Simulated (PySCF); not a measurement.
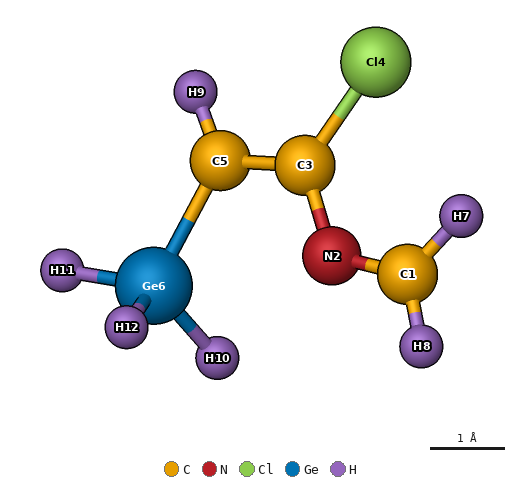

Starting structure of C₃H₆ClGeN. A ball-and-stick model, seen at a tilt.

The start comes from GFN2-xTB. Its atoms were then displaced at random by about 0.01 Å.

Computed with PBE0-D3(BJ)/def2-SVP geometry optimisation, gas phase in PySCF 2.14.0, density-fitted response routines.

```xyz
12

C    -1.9807   -0.9588    0.4546
N    -0.8584   -0.4750    0.2060
C    -0.6138    0.8203   -0.1366
Cl   -1.8738    1.9905   -0.2535
C     0.6716    1.1489   -0.3654
Ge    1.9194   -0.3178   -0.1512
H    -2.9060   -0.3439    0.4180
H    -2.0658   -1.9730    0.7008
H     0.9482    2.1663   -0.6055
H     1.8829   -0.8546    1.2499
H     3.2980    0.1793   -0.4208
H     1.6180   -1.4105   -1.1055
```

Q: Predict the outcome.

A: Over 7 geometry steps the energy falls by 0.223 eV. The largest move after the best rigid fit is that of H8, 0.28 Å. By element the largest moves are H 0.28 Å, C 0.18 Å, Ge 0.14 Å, N 0.13 Å, Cl 0.03 Å. Among the contacts that change: N2–Ge6 2.805 → 3.055 Å, Ge6–H12 1.482 → 1.536 Å, Ge6–H11 1.490 → 1.542 Å, C1–H8 1.047 → 1.097 Å. Among the angles between lasting bonds that change: C3–C5–Ge6 114.3° → 119.9°, N2–C3–C5 116.5° → 120.6°, Ge6–C5–H9 124.9° → 121.4°.

Step by step:

| step | E − E(0), eV |
| --- | --- |
| 0 | 0.0000 |
| 1 | -0.2059 |
| 2 | -0.2136 |
| 3 | -0.2185 |
| 4 | -0.2189 |
| 5 | -0.2227 |
| 6 | -0.2228 |
| 7 | -0.2229 |

Final geometry:

```xyz
12

C    -2.1539   -0.9169    0.4578
N    -0.9588   -0.5550    0.2327
C    -0.6085    0.7351   -0.1064
Cl   -1.8705    1.9603   -0.2459
C     0.6748    1.0593   -0.3271
Ge    2.0594   -0.2991   -0.1650
H    -3.0096   -0.2235    0.3981
H    -2.3448   -1.9640    0.7236
H     0.9174    2.0909   -0.5932
H     2.1102   -0.8510    1.2681
H     3.4049    0.3798   -0.4909
H     1.8191   -1.4439   -1.1609
```

After the run, drawn alike:

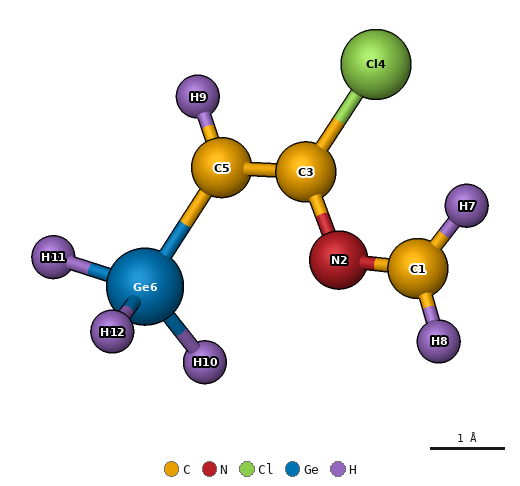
